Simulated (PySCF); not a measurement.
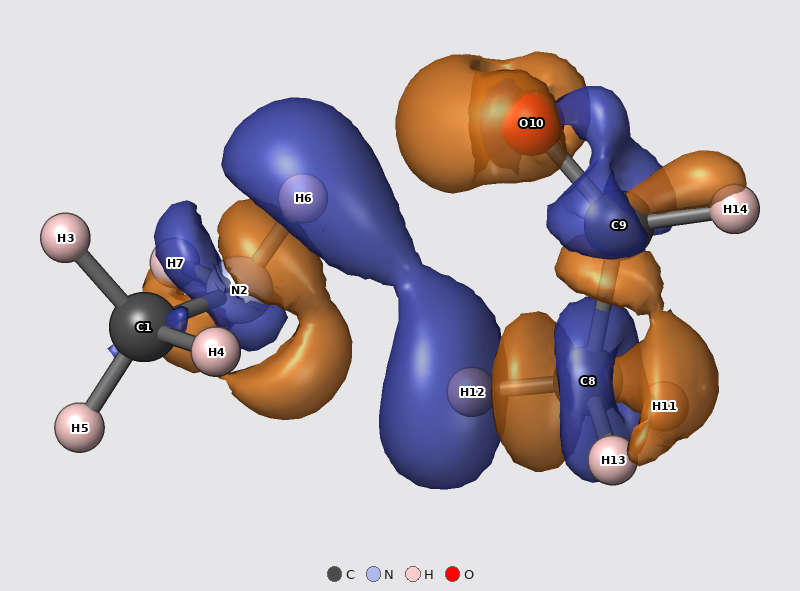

*C3H9NO, SMILES `CN.CC=O`. Density of the complex less the densities of the two fragments at the same geometry, ±0.004 e/Å³ (orange: gain, blue: loss). Fragment A: H5CN (atoms 1–7); fragment B: H4C2O.*

PySCF calculation, PBE/aug-cc-pVDZ, gas phase; geometry: GFN2-xTB.

Cartesian coordinates (Å):

```
C1      -2.4261   -0.0409    0.5210
N2      -1.5653   -0.0534   -0.6503
H3      -3.0110    0.8811    0.6432
H4      -1.8058   -0.1700    1.4075
H5      -3.1190   -0.8808    0.4583
H6      -0.8920    0.7067   -0.5878
H7      -2.1179    0.0975   -1.4884
C8       1.4146   -1.1669   -0.0273
C9       1.8789    0.2360    0.1709
O10      1.2266    1.2250   -0.0217
H11      2.0356   -1.6373   -0.7881
H12      0.3688   -1.1857   -0.3304
H13      1.5542   -1.7243    0.8972
H14      2.9267    0.3169    0.5263
```

Q: Which way does charge flow?

A: Hirshfeld charges show 0.005 e passing from A to B. By Hirshfeld charges, electrons gather most on O10 (−0.015 e) and leave H12 most (+0.019 e); 0.10 e is displaced in all, which induces a dipole of 0.17 D.

Q: What is the interaction energy, and which contacts carry it?

A: The counterpoise-corrected interaction energy of the frozen fragments is −2.7 kcal/mol without dispersion correction and −4.1 kcal/mol with D3(BJ). The pair geometry is semi-empirical, not a minimum at this level. Contacts: N2···H12, weak C–H hydrogen bond, 2.26 Å, ρ = 0.018 a.u.; H6···O10, hydrogen bond, 2.25 Å, ρ = 0.015 a.u. The pose is a local one from a semi-empirical search, not shown to be the most stable.

The PySCF run took 2.7 min on 1 thread of Intel(R) Xeon(R) Platinum 8175M CPU @ 2.50GHz (Skylake/Cascade Lake), with other jobs on the host, peak memory 0.67 GiB.
